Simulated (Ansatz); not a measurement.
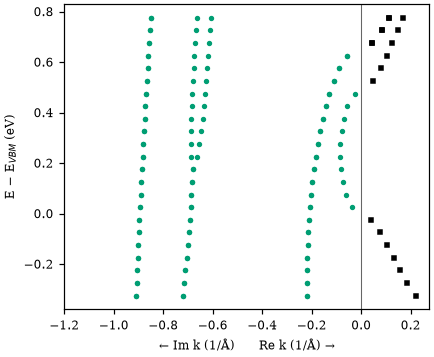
*Complex bands at the centre of the two-dimensional zone; r2SCAN (Ansatz, a program for electronic structure)*

The gap is the functional's own, uncorrected, and κ follows it; spin-orbit coupling is left out. Mid-gap values are interpolated between the computed energies.

Problem. This is Bi$_{2}$Te$_{3}$ (R-3m, 5 atoms a cell, 33.7 Å³ an atom, 2 GPa at this level) along the normal of (001). Read off the slowest decay at the centre of the two-dimensional zone at 0.23 eV, the computed energy nearest the middle of the gap.

Solution. κ ≈ 0.08 1/Å, a decay length 1/(2κ) of the density of 5.9 Å.
